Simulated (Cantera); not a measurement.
Feed: 1 mol SiH4, 0.15 mol NH3, 52 mol H2, 6.7 mol N2, held at 1673.15 K.

Equilibrium computed with Cantera from the NASA thermochemical tables; the gas is ideal and each condensed phase is pure. Candidate condensed phases: Si, Si3N4; 18 gas species. The tables' values for SiN are old estimates; treat these amounts as uncertain. Equilibrium is a limit: real reactors are often held back by kinetics, nucleation or transport.

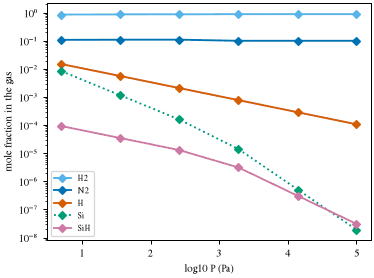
*Equilibrium gas composition (values under 1e-9 drawn at 1e-9)*

From 5.00e-5 bar to 0.00260 bar the condensed part is Si(s). From 0.0190 bar to 1.00 bar the condensed part is Si3N4(s). The main Si-bearing gas is Si at 5.00e-5 bar and SiH2 at 1.00 bar.
